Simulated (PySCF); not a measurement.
# Fluorine: the same states on changed settings

Aim: see what changed settings do to total energies and their difference. The change: a valence shell is frozen, unsound on purpose. A sound run of the same states serves as the yardstick.

Method: unrestricted determinants in a Gaussian basis, no spin-orbit coupling in the energies. Code: PySCF 2.14.0.

## (1) What is computed

| Property | Result |
| --- | --- |
| Element | fluorine (Z = 9) |
| Basis | Sapporo-DZP-2012 |
| Hamiltonian | scalar relativity by spin-free X2C-1e |
| State 1 | F: [He] 2s2 2p5, 2P determinant |
| State 2 | F⁺: [He] 2s2 2p4, high-spin 3P determinant |
| Methods | MP2, CCSD(T) |
| Core shells frozen in the correlated runs | valence: [He] 2s2 (for F) |

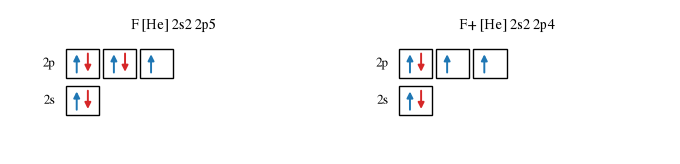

Occupation of the outer shells (arrows by Hund's rule).

The sound run (Sapporo-DZP-2012, scalar relativity by spin-free X2C-1e, symmetry-adapted start, fine grid, valence correlation) gave:

```tsv
species	method	energy (hartree)
F	UHF	-99.45093
F	BP86	-99.79530
F	PBE	-99.70200
F	MP2 (valence)	-99.60497
F	CCSD(T) (valence)	-99.61711
F⁺	UHF	-98.87685
F⁺	BP86	-99.15253
F⁺	PBE	-99.06561
F⁺	MP2 (valence)	-98.98504
F⁺	CCSD(T) (valence)	-99.00091
```

One driver process ran all states and methods and kept the integrals in memory. Each run is shown as a PySCF script that sums up its settings (the driver passes frozen orbitals as a list and adds second-order terms of double hybrids); the logs are those of the runs themselves. The driver starts from symmetry-adapted Hartree-Fock orbitals, holds the occupation by maximum overlap and uses a logarithmic radial grid for functionals, so a plain start would take other cycles.

The driver's launch:

```console
$ OMP_NUM_THREADS=1 python atomrun2.py TASK.json OUT
```

The integrals over 18 functions and the set-up took 0.01 s of CPU time.

## (2) Changed run, F: the ladder of methods

#### MP2 (valence)

File input.py:

```python
from pyscf import gto, scf, dft, mp, cc
import basis_set_exchange as bse
mol = gto.M(atom="F 0 0 0", charge=0, spin=1, symmetry="D2h",
            basis=gto.basis.parse(bse.get_basis("Sapporo-DZP-2012", elements=["F"], fmt="nwchem", header=False)),
            nucmod="G")
mf = scf.UHF(mol).sfx2c1e()
mf.irrep_nelec = {'Ag': (2, 2), 'B1u': (1, 1), 'B2u': (1, 1), 'B3u': (1, 0)}
mf.kernel()
mp.UMP2(mf, frozen=2).kernel()
```

The driver printed no log here.

It took 0.01 s on 1 thread of AMD EPYC 7B13, shared host, the integrals not counted.

With 5 electrons correlated, the MP2 correlation energy is -0.09858 hartree (-0.02952 same spin, -0.06906 opposite spin); the SCS form gives -0.09271. Largest pairs of shells: 2p-2p -0.0986.

#### CCSD(T) (valence)

input.py, as changed from the run before:

```diff
@@ -8,2 +8,3 @@
 mf.kernel()
-mp.UMP2(mf, frozen=2).kernel()
+mycc = cc.CCSD(mf, frozen=2).run()
+mycc.ccsd_t()
```

The log of the run:

```text
CC2 = 0
CCSD nocc = (np.int64(3), np.int64(2)), nmo = (16, 16)
frozen orbitals [[0, 1], [0, 1]]
max_cycle = 100
direct = 0
conv_tol = 1e-08
conv_tol_normt = 1e-06
diis_space = 8
diis_start_cycle = 0
Init t2, MP2 energy = -0.0985837927835685
Init E_corr(UCCSD) = -0.0985837928046378
cycle = 1  E_corr(UCCSD) = -0.105111869263031  dE = -0.00652807646  norm(t1,t2) = 0.0123397
cycle = 2  E_corr(UCCSD) = -0.105735112313902  dE = -0.000623243051  norm(t1,t2) = 0.0033667
cycle = 3  E_corr(UCCSD) = -0.105934444506044  dE = -0.000199332192  norm(t1,t2) = 0.00155214
cycle = 4  E_corr(UCCSD) = -0.105919117503772  dE = 1.53270023e-05  norm(t1,t2) = 0.000298749
cycle = 5  E_corr(UCCSD) = -0.105922154011734  dE = -3.03650796e-06  norm(t1,t2) = 4.86569e-05
cycle = 6  E_corr(UCCSD) = -0.105922156177155  dE = -2.16542059e-09  norm(t1,t2) = 8.10659e-06
cycle = 7  E_corr(UCCSD) = -0.105922167700394  dE = -1.15232385e-08  norm(t1,t2) = 1.22438e-06
cycle = 8  E_corr(UCCSD) = -0.105922165453668  dE = 2.24672524e-09  norm(t1,t2) = 1.06855e-07
UCCSD converged
E(UCCSD) = -99.55685666110396  E_corr = -0.1059221654536683
UCCSD(T) correction = -0.000449669013171475
```

Time after the integrals: 0.11 s (1 thread of AMD EPYC 7B13, shared host).

CCSD correlation -0.10592 hartree, triples -0.00045; total -99.557306. T1 = 0.002, largest double amplitude 0.047.

## (3) Changed run, F⁺

#### MP2 (valence)

File input.py:

```python
from pyscf import gto, scf, dft, mp, cc
import basis_set_exchange as bse
mol = gto.M(atom="F 0 0 0", charge=1, spin=2, symmetry="D2h",
            basis=gto.basis.parse(bse.get_basis("Sapporo-DZP-2012", elements=["F"], fmt="nwchem", header=False)),
            nucmod="G")
mf = scf.UHF(mol).sfx2c1e()
mf.irrep_nelec = {'Ag': (2, 2), 'B1u': (1, 0), 'B2u': (1, 1), 'B3u': (1, 0)}
mf.kernel()
mp.UMP2(mf, frozen=2).kernel()
```

The driver printed no log here.

It took 0.01 s on 1 thread of AMD EPYC 7B13, shared host, the integrals not counted.

With 4 electrons correlated, the MP2 correlation energy is -0.05084 hartree (-0.01958 same spin, -0.03126 opposite spin); the SCS form gives -0.04404. Largest pairs of shells: 2p-2p -0.0508.

#### CCSD(T) (valence)

input.py, as changed from the run before:

```diff
@@ -8,2 +8,3 @@
 mf.kernel()
-mp.UMP2(mf, frozen=2).kernel()
+mycc = cc.CCSD(mf, frozen=2).run()
+mycc.ccsd_t()
```

The log of the run:

```text
CC2 = 0
CCSD nocc = (np.int64(3), np.int64(1)), nmo = (16, 16)
frozen orbitals [[0, 1], [0, 1]]
max_cycle = 100
direct = 0
conv_tol = 1e-08
conv_tol_normt = 1e-06
diis_space = 8
diis_start_cycle = 0
Init t2, MP2 energy = -0.0508442993857199
Init E_corr(UCCSD) = -0.0508442993875435
cycle = 1  E_corr(UCCSD) = -0.0566086089918457  dE = -0.0057643096  norm(t1,t2) = 0.0130072
cycle = 2  E_corr(UCCSD) = -0.0573685616600316  dE = -0.000759952668  norm(t1,t2) = 0.00334908
cycle = 3  E_corr(UCCSD) = -0.0575844120046165  dE = -0.000215850345  norm(t1,t2) = 0.00148859
cycle = 4  E_corr(UCCSD) = -0.0575701798913341  dE = 1.42321133e-05  norm(t1,t2) = 0.00036567
cycle = 5  E_corr(UCCSD) = -0.0575730267712878  dE = -2.84687995e-06  norm(t1,t2) = 4.56657e-05
cycle = 6  E_corr(UCCSD) = -0.0575726032248479  dE = 4.2354644e-07  norm(t1,t2) = 7.2749e-06
cycle = 7  E_corr(UCCSD) = -0.0575726324475093  dE = -2.92226615e-08  norm(t1,t2) = 3.69846e-07
cycle = 8  E_corr(UCCSD) = -0.0575726312964945  dE = 1.15101488e-09  norm(t1,t2) = 3.18185e-08
UCCSD converged
E(UCCSD) = -98.93442612473805  E_corr = -0.05757263129649446
UCCSD(T) correction = -0.000237851999756386
```

It took 0.1 s on 1 thread of AMD EPYC 7B13, shared host, the integrals not counted.

CCSD correlation -0.05757 hartree, triples -0.00024; total -98.934664. T1 = 0.003, largest double amplitude 0.042.

## (4) What moved

```tsv
species	method	converged	energy less sound run (eV)
F	MP2 (valence)	yes	+1.5090
F	CCSD(T) (valence)	yes	+1.6272
F⁺	MP2 (valence)	yes	+1.5604
F⁺	CCSD(T) (valence)	yes	+1.8028
```

Ionisation energy of F:

```tsv
method	sound run (eV)	changed run (eV)	shift (eV)
UHF	15.622	15.622	+0.000
MP2	16.869	16.921	+0.051
SCS-MP2	16.815	16.946	+0.131
CCSD	16.764	16.937	+0.173
CCSD(T)	16.767	16.943	+0.176
```

## (5) Outcome

| quantity | value |
| --- | --- |
| change | a valence shell is frozen |
| runs converged | 4 of 4 |
| largest shift of a converged total energy | 1.80 eV |
| largest shift of the ionisation energy | +0.176 eV (CCSD(T)) |

In words: The ionisation energy moves by up to 0.18 eV, at CCSD(T). Freezing a valence shell removes pair correlation that changes on ionisation. The setting is unsound on purpose, so these numbers are no properties of the atom.
